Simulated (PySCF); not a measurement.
# The bond of BeI, level by level

One job finds the state of BeI, follows it along the bond with each method and fits the curves.

The runs use PySCF 2.14.0; Be def2-SVP, I def2-SVP with ECP28, scalar-relativistic core potentials.

## (1) Set-up

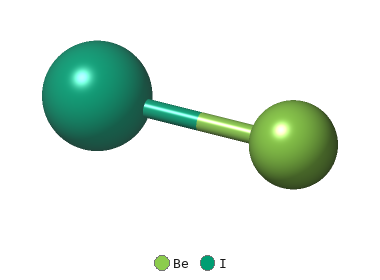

The two atoms at the starting distance (beryllium green, iodine teal).

Settings of the job:

```yaml
atoms: Be, I
charge: 0
basis: Be def2-SVP, I def2-SVP with ECP28
Hamiltonian: scalar-relativistic core potentials
basis_functions: 35
electrons_treated: 29
masses_in_u: 9.0122, 126.9045
levels: PBE0, PBE, r²SCAN, MN15, B2PLYP, LDA, HF, MP2, SCS-MP2, CCSD, CCSD(T)
grid: 80 radial by 434 angular points
occupations: held fixed by the projection of orbital angular momentum
dissociation_limit: Be + I, each in its ground configuration
starting_distance_in_angstrom: 2.270
values_of_2S_to_try: 1, 3
```

Launch:

```
> OMP_NUM_THREADS=1 python dia.py task.json out
```

Further steps of the session: First curve: PBE0; Higher solutions at PBE0; PBE; r²SCAN (meta-GGA); MN15; B2PLYP; LDA (local density); UHF; MP2 and coupled cluster.

**Question.** What will these runs give? Wanted: for each run, Re; ωe; De; μ.

**Answer**, as computed:

Lowest PBE0 solution found, without spin–orbit coupling: ²Σ⁺ (doublet), unpaired electrons σ ↑. State 2 has its PBE0 minimum 4.65 eV higher. The other levels ran on the lowest alone.

```tsv
level	Re (Å)	ωe (cm⁻¹)	De (eV)	μ (D)
UHF	2.227	599	2.32	-1.20
UHF-MP2	2.221	602	2.60	n/a
UHF-SCS-MP2	2.226	596	2.39	n/a
UHF-CCSD	2.228	591	1.98	n/a
UHF-CCSD(T)	2.228	589	2.04	n/a
LDA	2.196	600	3.29	-0.31
PBE	2.216	585	2.90	-0.35
r²SCAN	2.212	594	3.06	-0.63
PBE0	2.207	599	2.85	-0.59
MN15	2.203	600	2.63	-0.75
B2PLYP	2.215	595	2.58	-0.84
```

De is counted to Be + I in their ground configurations. A positive dipole means Be(−)I(+).

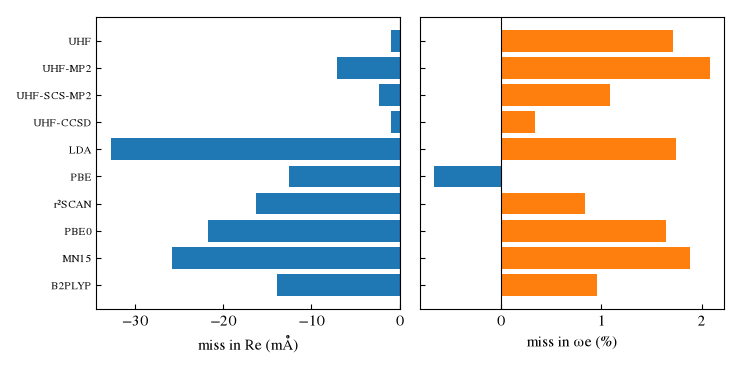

How far each level lies from CCSD(T) in the same basis.

Against CCSD(T) in the same basis, the bond length is nearest at UHF and UHF-CCSD (-1 mÅ) and farthest at LDA (-33 mÅ); the wavenumber is nearest at UHF-CCSD (+0.3 %) and farthest at UHF-MP2 (+2.1 %). CCSD(T) in a basis this small is itself some way from its limit, more so than the functionals. Among the levels with a De in the table, it runs from 1.98 eV (UHF-CCSD) to 3.29 eV (LDA).

Correlated steps freeze 4 core orbitals. These are scalar-relativistic numbers at best; spin–orbit coupling would shift them, the dissociation energy most. B2PLYP dipoles, levels and charges come from its SCF part alone. With spin–orbit coupling the term label itself may not hold.
